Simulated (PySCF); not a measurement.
**Ca⁺: dipole response in dyall-av2z**

How polarisable is Ca⁺ at the levels listed below?

Program: PySCF 2.14.0. Level of theory: unrestricted determinants in a Gaussian basis, no spin-orbit coupling in the energies. These are calculated values, not measurements, unless marked.

### 1 The system

- Element: calcium (Z = 20)
- Basis: dyall-av2z (17s13p4d, 76 functions)
- Hamiltonian: the non-relativistic Hamiltonian (point nucleus)
- State 1: Ca⁺: [Ar] 4s1, 2S determinant
- Methods: TPSS

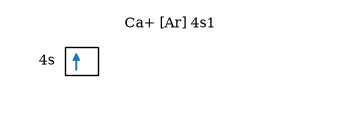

Occupation of the outer shells (arrows by Hund's rule).

One driver process ran all states and methods and kept the integrals in memory. Each run is shown as a PySCF script that sums up its settings (the driver passes frozen orbitals as a list and adds second-order terms of double hybrids); the logs are those of the runs themselves. The driver starts from symmetry-adapted Hartree-Fock orbitals, holds the occupation by maximum overlap and uses a logarithmic radial grid for functionals, so a plain start would take other cycles.

The integrals over 76 functions and the set-up took 0.12 s of CPU time.

### 2 Ca⁺: TPSS

#### TPSS

Input file input.py:

```python
from pyscf import gto, scf, dft, mp, cc
import basis_set_exchange as bse
mol = gto.M(atom="Ca 0 0 0", charge=1, spin=1, symmetry="D2h",
            basis=gto.basis.parse(bse.get_basis("dyall-av2z", elements=["Ca"], fmt="nwchem")))
mf = dft.UKS(mol, xc="TPSS")
mf.irrep_nelec = {'Ag': (4, 3), 'B1u': (2, 2), 'B2u': (2, 2), 'B3u': (2, 2)}
mf.kernel()
```

Output:

```text
damping factor = 0
level_shift factor = 0
DIIS = <class 'pyscf.scf.diis.CDIIS'>
diis_start_cycle = 1
diis_space = 10
diis_damp = 0
SCF conv_tol = 1e-09
SCF conv_tol_grad = None
number electrons alpha = 10  beta = 9
XC functionals = TPSS
    J. Tao, J. P. Perdew, V. N. Staroverov, and G. E. Scuseria.,  Phys. Rev. Lett. 91, 146401 (2003)
    J. P. Perdew, J. Tao, V. N. Staroverov, and G. E. Scuseria.,  J. Chem. Phys. 120, 6898 (2004)
    J. Tao, J. P. Perdew, V. N. Staroverov, and G. E. Scuseria.,  Phys. Rev. Lett. 91, 146401 (2003)
    J. P. Perdew, J. Tao, V. N. Staroverov, and G. E. Scuseria.,  J. Chem. Phys. 120, 6898 (2004)
cycle= 1 E= -677.36071456493  delta_E= -0.00696  |g|= 0.0186  |ddm|= 0.201
cycle= 2 E= -677.36077729471  delta_E= -6.27e-05  |g|= 0.01  |ddm|= 0.0289
cycle= 3 E= -677.360800288988  delta_E= -2.3e-05  |g|= 0.00186  |ddm|= 0.0104
cycle= 4 E= -677.360800554327  delta_E= -2.65e-07  |g|= 0.000119  |ddm|= 0.00217
cycle= 5 E= -677.360800562268  delta_E= -7.94e-09  |g|= 1.39e-05  |ddm|= 0.000868
cycle= 6 E= -677.360800562476  delta_E= -2.08e-10  |g|= 3.1e-07  |ddm|= 0.000216
converged SCF energy = -677.360800562476  <S^2> = 0.75007913  2S+1 = 2.0000791
```

It used 8.4 s of CPU time after the integrals (shared host).

Orbital energies by shell (radii are means over both spins):

| shell | electrons | mean orbital energy (eV) | spread (eV) | rms radius (bohr) |
| --- | --- | --- | --- | --- |
| 1s α | 1 | -3945.7 | 0 | 0.0896 |
| 1s β | 1 | -3945.7 | 0 | 0.0896 |
| 2s α | 1 | -419.92 | 0 | 0.398 |
| 2s β | 1 | -419.88 | 0 | 0.398 |
| 2p α | 3 | -342.31 | 0 | 0.365 |
| 2p β | 3 | -342.28 | 0 | 0.365 |
| 3s α | 1 | -54.309 | 0 | 1.25 |
| 3s β | 1 | -54.193 | 0 | 1.25 |
| 3p α | 3 | -35.235 | 0 | 1.37 |
| 3p β | 3 | -35.099 | 0 | 1.37 |
| 4s α | 1 | -9.200 | 0 | 3.86 |

⟨S²⟩ = 0.750, ⟨L²⟩ = 0.00.

The driver then solved the coupled dipole response at imaginary frequencies: mean α = 96.13 bohr³, C₆ = 756.4 au for a like pair.

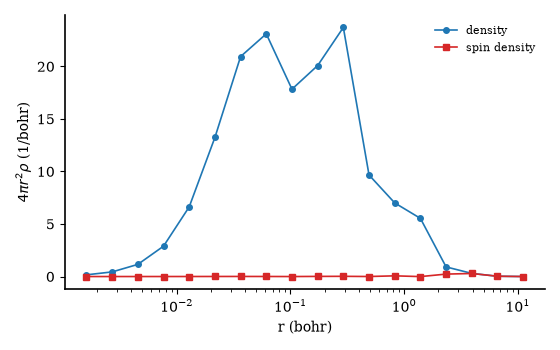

Radial density 4πr²ρ of Ca⁺ at TPSS, at 18 stored radii joined by straight lines.

### 3 Polarisabilities and C₆

Ca⁺, in atomic units:

| method | mean α | C₆ (like pair) | S(−4) |
| --- | --- | --- | --- |
| TPSS | 96.13 | 756.4 | 9007 |

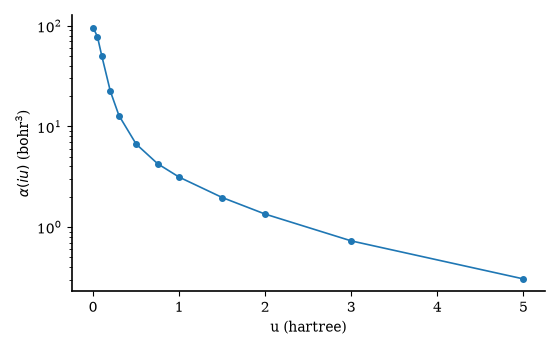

α(iu) of Ca⁺, the polarisability at imaginary frequency, on a logarithmic scale.

### 4 Results

| quantity | value |
| --- | --- |
| α of Ca⁺ | 96.13 (TPSS) bohr³ |

A single London oscillator with the computed α and C₆ of Ca⁺ at TPSS would have ω = 4 C₆ / (3 α²) = 0.109 hartree. The basis is finite, and no extrapolation was made.
